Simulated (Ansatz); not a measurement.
FH7OSi3 (SMILES F[SiH]([SiH3])O[SiH3])

The calculation's input:

```
crystal:
  periodic: [false, false, false]
  atoms:
    - {symbol: F, position_ang: [-1.813173, -1.380895, -0.859270]}
    - {symbol: Si, position_ang: [-1.304676, -0.086598, -0.066625]}
    - {symbol: Si, position_ang: [-0.206363, 1.313935, -1.595433]}
    - {symbol: O, position_ang: [-0.304344, -0.562944, 1.119747]}
    - {symbol: Si, position_ang: [1.192923, -1.070905, 1.556502]}
    - {symbol: H, position_ang: [-2.498160, 0.519371, 0.569849]}
    - {symbol: H, position_ang: [0.315761, 2.511410, -0.882511]}
    - {symbol: H, position_ang: [-1.154327, 1.757352, -2.652078]}
    - {symbol: H, position_ang: [0.931864, 0.595933, -2.228889]}
    - {symbol: H, position_ang: [1.454749, -0.606302, 2.939391]}
    - {symbol: H, position_ang: [2.206503, -0.494024, 0.634116]}
    - {symbol: H, position_ang: [1.256142, -2.551630, 1.499201]}
basis:
  gaussian: {orbitals: def2-TZVPP}
hamiltonian: {xc: pbe0, dispersion: d4}
output: {orbitals: {seedname: orbitals}}
```

Launched as:

```sh
ansatz run in.yaml --threads 4 --pin off --events-out ev --progress --plain --max-ram 10444MiB
```

Geometry: PBE0-D4/def2-TZVP.

Computed with RKS PBE0-D4/def2-TZVPP in Ansatz.

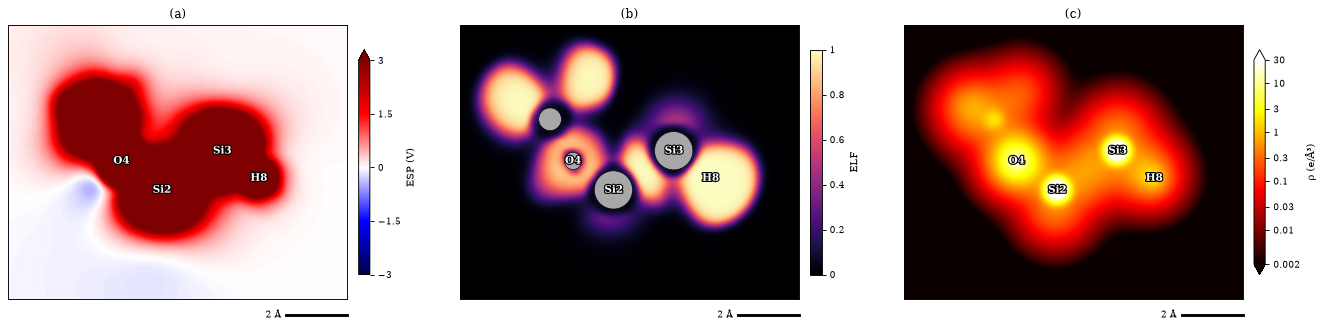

Figure 1. (a) molecular electrostatic potential; (b) electron localisation function; (c) total electron density on the plane of atoms Si2, Si3 and H8. Grey discs cover the atomic cores in the ELF map.

Question: What do the fields say about this system?

Answer:
- Atoms in the plane: Si, O and H.
- Si–O (1.62 Å): the density is about 1.2 e/Å³ at the midpoint; the ELF peaks at about 0.85 between the atoms; a polar covalent bond.
- Si–Si (2.35 Å): ρ is about 0.66 e/Å³ halfway; the ELF peaks at about 1 between the atoms: localised, covalent bonding.
- Si–H (1.49 Å): the density is about 0.79 e/Å³ at the midpoint; the ELF climbs to about 1 towards the hydrogen, as it does in any bond to H.
- The ELF also peaks beside O4, away from the bonds: lone-pair regions.
- Outside the dense part of the molecule the potential is most negative (−0.4 V) near O4.

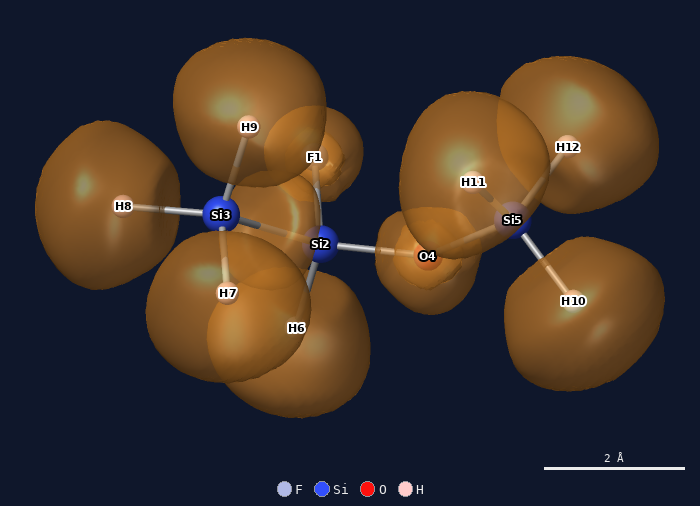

Figure 2. Isosurface of the electron localisation function at 0.8 (orange), seen from one side. Core shells and regions of very low density are left out.

Question: What do the ELF domains correspond to?

Answer: The ELF exceeds this value in one region between bonded Si–Si atoms (shared pairs), seven regions around hydrogen nuclei, one region wrapped around F (its lone pairs, merged into a ring or cap) and one region wrapped around O (its lone pairs, merged into a ring or cap). Along the contacts the grid gives the following. Si–F (1.60 Å): the ELF peaks at about 0.85 in the valence shell of F, 0.6 Å from its nucleus, and is about 0.50 at the midpoint.

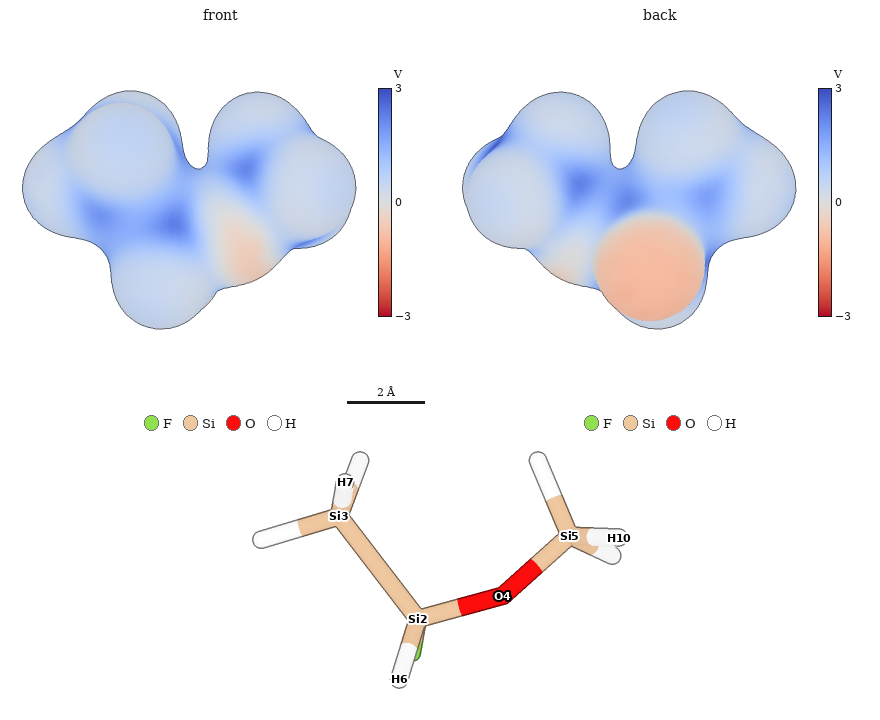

Figure 3. The molecular electrostatic potential painted on the density surface at 0.004 e/bohr³, seen from the front and from behind; the colour scale runs from red (negative) to blue (positive). The bare structure is drawn below in the same view.

Question: Describe the electrostatic potential map.

Answer: The most negative region (about −1.0 V, or −23 kcal/mol for a unit charge) lies over F1, the most positive (about +2.3 V, or +53 kcal/mol for a unit charge) over Si2 and Si5.

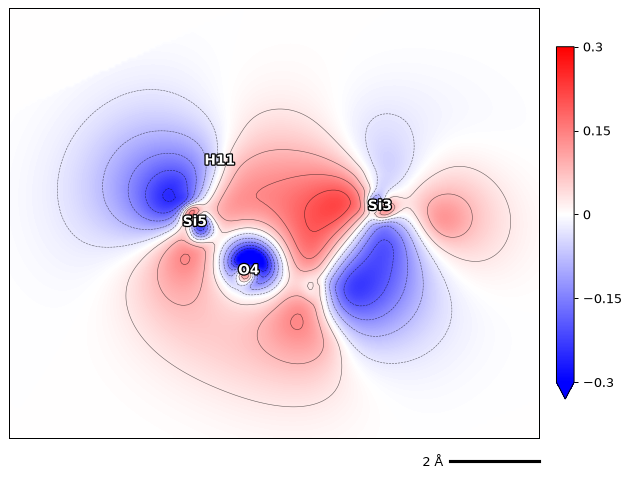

Figure 4. The LUMO on the plane of atoms O4, Si5 and H11 (values in Å⁻³ᐟ²; the overall sign is arbitrary).

Question: Describe this orbital and give its energy.

Answer: It lies mainly on Si5 (about 25 %), Si2 (about 25 %), Si3 (about 20 %) and O4 (about 5 %). Its energy is −0.45 eV.
